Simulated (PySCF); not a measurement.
# C₂H₃NOSi: NMR shifts at several levels of theory, part 2 of 2

PySCF 2.14.0. Atoms count from 0. The steps go on from the part before.

**9. NMR shieldings: LC-wPBE/pcSseg-2**

Job settings and geometry (Å):

```
{"job": {"kind": "nmr", "xc": "LC-wPBE", "basis": "pcSseg-2", "pop": false}, "charge": 0, "multiplicity": 1}
N      2.375638     1.178323    -1.135466
C      1.600566     0.464109    -0.651139
Si     0.295782    -0.608365     0.120595
C     -1.345410     0.405509     0.255409
O     -2.299019    -0.116744     0.770586
H      0.078838    -1.792877    -0.750853
H      0.749045    -1.004270     1.479376
H     -1.400759     1.455249    -0.141039
```

With the program's defaults for keys left out, this is: GIAO LC-wPBE/pcSseg-2 NMR shielding, non-relativistic, gas phase.

Standard output:

```text
coarse grid: 7808 points
cycle   1  E = -497.1000153881  dE =  4.953e-01  |g| = 9.367e-01  |ddm| = 2.120e+00
cycle   2  E = -496.8881059423  dE =  2.119e-01  |g| = 1.497e+00  |ddm| = 1.195e+00
cycle   3  E = -497.2952155904  dE = -4.071e-01  |g| = 6.005e-02  |ddm| = 7.905e-01
cycle   4  E = -497.2963501200  dE = -1.135e-03  |g| = 2.778e-02  |ddm| = 7.393e-02
cycle   5  E = -497.2965523760  dE = -2.023e-04  |g| = 9.210e-03  |ddm| = 3.178e-02
cycle   6  E = -497.2965745150  dE = -2.214e-05  |g| = 6.469e-03  |ddm| = 1.167e-02
cycle   7  E = -497.2965849847  dE = -1.047e-05  |g| = 1.582e-03  |ddm| = 4.923e-03
cycle   8  E = -497.2965860787  dE = -1.094e-06  |g| = 3.632e-04  |ddm| = 3.126e-03
final grid: 72664 points
cycle   9  E = -497.3027967002  dE = -6.964e-05  |g| = 5.284e-03  |ddm| = 3.206e-02
cycle  10  E = -497.3027971622  dE = -4.620e-07  |g| = 4.570e-03  |ddm| = 3.612e-03
cycle  11  E = -497.3028000761  dE = -2.914e-06  |g| = 1.278e-03  |ddm| = 2.413e-03
cycle  12  E = -497.3028005692  dE = -4.931e-07  |g| = 1.964e-04  |ddm| = 5.621e-04
cycle  13  E = -497.3028005543  dE =  1.493e-08  |g| = 9.922e-05  |ddm| = 3.356e-04
cycle  14  E = -497.3028005563  dE = -2.056e-09  |g| = 3.268e-05  |ddm| = 8.737e-05
cycle  15  E = -497.3028005569  dE = -5.645e-10  |g| = 8.668e-06  |ddm| = 7.929e-05
converged SCF energy = -497.3028005569

GIAO shielding tensors (ppm)
atom      isotropic    diamagn.    paramagn.     s11        s22        s33       span
  0 N     -109.797     330.028    -439.825   -318.733   -316.877    306.220    624.954
  1 C       54.917     265.541    -210.624    -61.923    -60.875    287.550    349.472
  2 Si     442.568     877.405    -434.836    423.988    440.037    463.680     39.691
  3 C      -64.740     250.378    -315.119   -181.990   -107.852     95.622    277.612
  4 O     -612.546     389.651   -1002.196  -1701.949   -561.851    426.163   2128.112
  5 H       27.269      28.407      -1.138     24.197     26.254     31.356      7.159
  6 H       27.282      28.450      -1.168     24.189     26.255     31.403      7.214
  7 H       19.411      28.489      -9.079     13.849     20.326     24.058     10.209
```

Wall time 28 s (1 thread of Arm Neoverse V2, shared host); peak memory 0.97 GiB.

In short: δ C3 253.0, C1 133.4, N0 373.9, Si2 -95.9, H7 11.91, H5 4.04 ppm (means over like atoms).

**10. Nuclear shieldings: PBE0/STO-3G**

Same as in step 9 but for these lines:

```diff
@@ -1,2 +1,2 @@
-{"job": {"kind": "nmr", "xc": "LC-wPBE", "basis": "pcSseg-2", "pop": false}, "charge": 0, "multiplicity": 1}
+{"job": {"kind": "nmr", "xc": "PBE0", "basis": "STO-3G", "pop": true}, "charge": 0, "multiplicity": 1}
 N      2.375638     1.178323    -1.135466
```

Method: GIAO PBE0/STO-3G NMR shielding, non-relativistic, gas phase.

Standard output:

```text
coarse grid: 7808 points
cycle   1  E = -490.9022575833  dE =  5.439e-01  |g| = 7.335e-01  |ddm| = 3.905e+00
cycle   2  E = -490.1773265454  dE =  7.249e-01  |g| = 1.852e+00  |ddm| = 2.760e+00
cycle   3  E = -491.0735228466  dE = -8.962e-01  |g| = 9.419e-02  |ddm| = 1.952e+00
cycle   4  E = -491.0748252810  dE = -1.302e-03  |g| = 6.899e-02  |ddm| = 1.376e-01
cycle   5  E = -491.0759777569  dE = -1.152e-03  |g| = 1.411e-02  |ddm| = 6.900e-02
cycle   6  E = -491.0760351085  dE = -5.735e-05  |g| = 2.900e-03  |ddm| = 1.713e-02
cycle   7  E = -491.0760373976  dE = -2.289e-06  |g| = 4.162e-04  |ddm| = 3.552e-03
final grid: 72664 points
cycle   8  E = -491.0443096355  dE =  9.632e-06  |g| = 8.247e-03  |ddm| = 1.568e-02
cycle   9  E = -491.0442580962  dE =  5.154e-05  |g| = 1.599e-02  |ddm| = 2.471e-02
cycle  10  E = -491.0443285282  dE = -7.043e-05  |g| = 3.202e-04  |ddm| = 1.637e-02
cycle  11  E = -491.0443285612  dE = -3.297e-08  |g| = 1.217e-04  |ddm| = 5.638e-04
cycle  12  E = -491.0443285645  dE = -3.306e-09  |g| = 5.208e-05  |ddm| = 1.543e-04
cycle  13  E = -491.0443285652  dE = -6.972e-10  |g| = 4.351e-06  |ddm| = 5.675e-05
converged SCF energy = -491.0443285652

GIAO shielding tensors (ppm)
atom      isotropic    diamagn.    paramagn.     s11        s22        s33       span
  0 N       28.868     321.238    -292.370   -115.941   -114.153    316.699    432.639
  1 C      134.632     266.639    -132.007     57.977     59.325    286.596    228.619
  2 Si     607.069     868.499    -261.430    591.922    592.923    636.363     44.442
  3 C       80.091     255.718    -175.627    -13.680     81.413    172.541    186.222
  4 O     -410.627     381.778    -792.404  -1379.403   -328.666    476.189   1855.592
  5 H       29.450      30.254      -0.804     25.499     27.389     35.463      9.965
  6 H       29.439      30.282      -0.843     25.459     27.413     35.445      9.985
  7 H       20.949      29.597      -8.648     15.102     23.621     24.123      9.020
```

Run time: 1.8 s. Hardware: 1 thread of Arm Neoverse V2, shared host; peak memory 0.36 GiB.

This run: δ C3 154.6, C1 100.1, N0 265.8, Si2 -89.5, H7 11.66, H5 3.16 ppm (means over like atoms).

**11. Shielding tensors: PBE0/6-31G**

Same as in step 10 but for these lines:

```diff
@@ -1,2 +1,2 @@
-{"job": {"kind": "nmr", "xc": "PBE0", "basis": "STO-3G", "pop": true}, "charge": 0, "multiplicity": 1}
+{"job": {"kind": "nmr", "xc": "PBE0", "basis": "6-31G", "pop": true}, "charge": 0, "multiplicity": 1}
 N      2.375638     1.178323    -1.135466
```

Method: GIAO PBE0/6-31G NMR shielding, non-relativistic, gas phase.

Standard output:

```text
coarse grid: 7808 points
cycle   1  E = -496.8541873004  dE =  6.363e-01  |g| = 7.953e-01  |ddm| = 2.956e+00
cycle   2  E = -496.1296172810  dE =  7.246e-01  |g| = 2.007e+00  |ddm| = 2.458e+00
cycle   3  E = -497.0013487364  dE = -8.717e-01  |g| = 6.549e-02  |ddm| = 1.866e+00
cycle   4  E = -497.0015143727  dE = -1.656e-04  |g| = 6.785e-02  |ddm| = 1.195e-01
cycle   5  E = -497.0023741009  dE = -8.597e-04  |g| = 3.079e-02  |ddm| = 5.657e-02
cycle   6  E = -497.0025788054  dE = -2.047e-04  |g| = 5.545e-03  |ddm| = 2.378e-02
cycle   7  E = -497.0025855774  dE = -6.772e-06  |g| = 6.652e-04  |ddm| = 6.141e-03
final grid: 72664 points
cycle   8  E = -496.9530338377  dE =  2.485e-06  |g| = 8.785e-03  |ddm| = 1.299e-02
cycle   9  E = -496.9529803233  dE =  5.351e-05  |g| = 1.859e-02  |ddm| = 1.910e-02
cycle  10  E = -496.9530496566  dE = -6.933e-05  |g| = 9.760e-04  |ddm| = 1.350e-02
cycle  11  E = -496.9530498943  dE = -2.377e-07  |g| = 3.107e-04  |ddm| = 1.111e-03
cycle  12  E = -496.9530499146  dE = -2.032e-08  |g| = 7.304e-05  |ddm| = 2.387e-04
cycle  13  E = -496.9530499159  dE = -1.292e-09  |g| = 1.040e-05  |ddm| = 7.739e-05
cycle  14  E = -496.9530499160  dE = -3.729e-11  |g| = 2.303e-06  |ddm| = 2.171e-05
converged SCF energy = -496.9530499160

GIAO shielding tensors (ppm)
atom      isotropic    diamagn.    paramagn.     s11        s22        s33       span
  0 N      -74.144     329.814    -403.958   -265.302   -264.540    307.410    572.713
  1 C       81.870     268.254    -186.384    -21.216    -20.151    286.976    308.192
  2 Si     522.138     881.217    -359.078    508.938    517.549    539.928     30.991
  3 C      -24.968     255.257    -280.225   -121.681    -62.635    109.412    231.093
  4 O     -608.410     392.187   -1000.598  -1702.502   -533.530    410.802   2113.304
  5 H       28.052      28.072      -0.019     24.405     26.605     33.147      8.742
  6 H       28.066      28.099      -0.034     24.393     26.644     33.159      8.766
  7 H       19.343      27.609      -8.267     13.007     20.682     24.338     11.331
```

Run time: 3.7 s. Hardware: 1 thread of Arm Neoverse V2, shared host; peak memory 0.36 GiB.

This run: δ C3 224.5, C1 117.7, N0 334.8, Si2 -77.4, H7 13.27, H5 4.55 ppm (means over like atoms).

**12. Side by side: NMR shifts**

Shifts (ppm), means over like atoms, with basis size and wall time:

```csv
run,C3,C1,H7,H5,N0,Si2,O4,functions,time
PBE0/pcSseg-2,244.6,126.3,12.15,4.13,374.9,-103.7,935.5,229,16 s
mPW1PW91/pcSseg-2,244.1,126.3,12.10,4.12,374.7,-103.1,932.2,229,17 s
WP04/pcSseg-2,241.5,122.8,11.44,3.68,359.1,-98.3,854.2,229,17 s
B97-2/pcSseg-2,238.4,123.3,12.03,4.06,364.9,-102.1,898.3,229,17 s
BHandHLYP/pcSseg-2,242.9,128.9,11.75,4.02,377.8,-98.5,939.2,229,17 s
CAM-B3LYP/pcSseg-2,249.1,128.2,11.98,4.06,374.6,-103.6,943.4,229,24 s
wB97X-D/pcSseg-2,245.7,127.6,12.01,4.10,373.5,-100.8,939.5,229,23 s
LC-wPBE/pcSseg-2,253.0,133.4,11.91,4.04,373.9,-95.9,945.2,229,28 s
PBE0/STO-3G,154.6,100.1,11.66,3.16,265.8,-89.5,752.3,32,1.8 s
PBE0/6-31G,224.5,117.7,13.27,4.55,334.8,-77.4,926.9,55,3.7 s
```

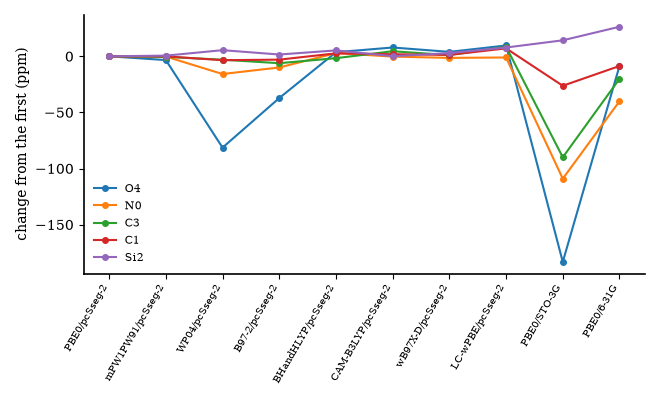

How five of the tabulated atoms move from run to run.

**13. Summary of results**

The summary covers parts 1 to 2.

| quantity | value |
| --- | --- |
| ¹³C shifts against TMS (PBE0/pcSseg-2) | 244.6, 126.3 ppm |
| ¹H shifts against TMS (PBE0/pcSseg-2, means over atoms taken as alike) | 12.15, 4.13 ppm |
| ¹⁵N shifts against NH3 (PBE0/pcSseg-2) | 374.9 ppm |
| ²⁹Si shifts against TMS (PBE0/pcSseg-2) | -103.7 ppm |
| ¹⁷O shifts against H2O (PBE0/pcSseg-2) | 935.5 ppm |
| range of the shift of O4 | 752.3 to 945.2 ppm |
| property runs in this session | 10, of which 0 failed and 1 gave unsound results |

**Reading.** Single values in the summary come from the first run of each kind that ended normally (PBE0/pcSseg-2), which need not be the best level. At PBE0/pcSseg-2: Shielding is most anisotropic at O4 (span 2069 ppm, paramagnetic term -998 ppm). In ppm, O4 moves most: its shift spreads over 192.8 ppm, from 752.3 (PBE0/STO-3G) to 945.2 (LC-wPBE/pcSseg-2). A minimal basis is unusable for shieldings, so that end is no result.
